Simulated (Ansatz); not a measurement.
# AlFH6N2Si (SMILES N[SiH2][NH][AlH][F]): what the fields show

```json
{"atom": "N", "x (Å)": "-0.0055", "y (Å)": "1.7567", "z (Å)": "1.2454"}
{"atom": "Si", "x (Å)": "-0.7471", "y (Å)": "0.6238", "z (Å)": "0.1806"}
{"atom": "N", "x (Å)": "0.1892", "y (Å)": "-0.8366", "z (Å)": "0.1153"}
{"atom": "Al", "x (Å)": "0.7756", "y (Å)": "-1.8564", "z (Å)": "-1.2088"}
{"atom": "F", "x (Å)": "0.4434", "y (Å)": "-1.4238", "z (Å)": "-2.7690"}
{"atom": "H", "x (Å)": "-0.5585", "y (Å)": "2.3980", "z (Å)": "1.7791"}
{"atom": "H", "x (Å)": "0.9180", "y (Å)": "2.1111", "z (Å)": "1.0898"}
{"atom": "H", "x (Å)": "-2.1088", "y (Å)": "0.4227", "z (Å)": "0.7353"}
{"atom": "H", "x (Å)": "-0.8825", "y (Å)": "1.0719", "z (Å)": "-1.2262"}
{"atom": "H", "x (Å)": "0.4327", "y (Å)": "-1.1688", "z (Å)": "1.0355"}
{"atom": "H", "x (Å)": "1.6087", "y (Å)": "-3.1556", "z (Å)": "-0.9563"}
```

These are results of RHF/def2-SVP in Ansatz 0.2.0, not measurements.

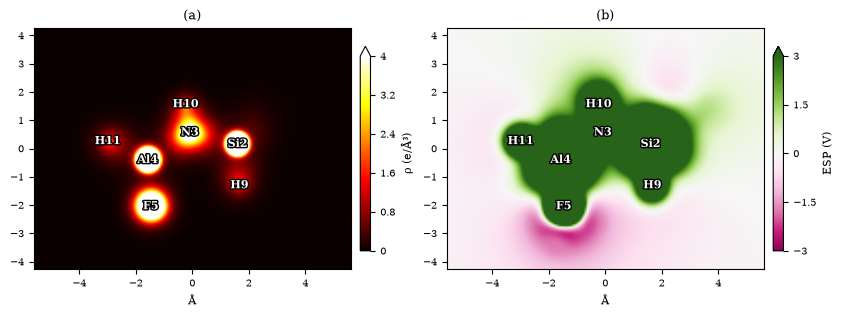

Figure 1. (a) electron density; (b) molecular electrostatic potential on the plane of atoms Si2, N3 and H10.

> What does the map show?

Atoms in the plane: Si, N, Al, F and H. Al–F (1.65 Å): the density is about 0.8 e/Å³ at the midpoint. Si–N (1.74 Å): ρ is about 1.1 e/Å³ halfway. Al–N (1.77 Å): ρ at the midpoint is about 0.85 e/Å³. N–H (1.01 Å): ρ is about 2.7 e/Å³ halfway. Si–H (1.48 Å): ρ at the midpoint is about 0.77 e/Å³. Outside the dense part of the molecule the potential is most negative (−2.3 V) near F5.

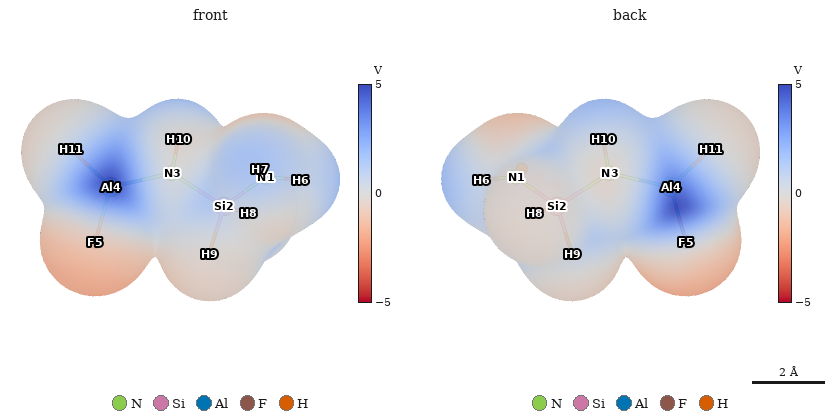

Figure 2. The electrostatic potential painted on the density surface at 0.002 e/bohr³, seen from the front and from behind; red is negative and blue positive.

> Which sites attract a positive test charge, and which a negative one?

A positive charge is drawn to the negative regions and a negative charge to the positive ones. The most negative region (about −1.8 V, or −42 kcal/mol for a unit charge) lies over F5, the most positive (about +4.7 V, or +108 kcal/mol for a unit charge) over Al4.

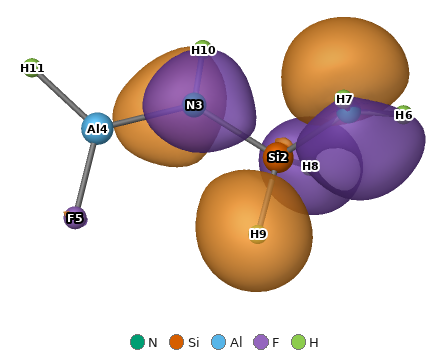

Figure 3. The HOMO at ±0.08 Å⁻³ᐟ² (orange and purple are the two phases), seen across its widest extent.

> What is the character of this orbital?

By Hirshfeld shares it lies mainly on N1 (about 40 %), N3 (about 15 %), Si2 (about 15 %) and H9 (about 10 %). Its energy is −10.72 eV.
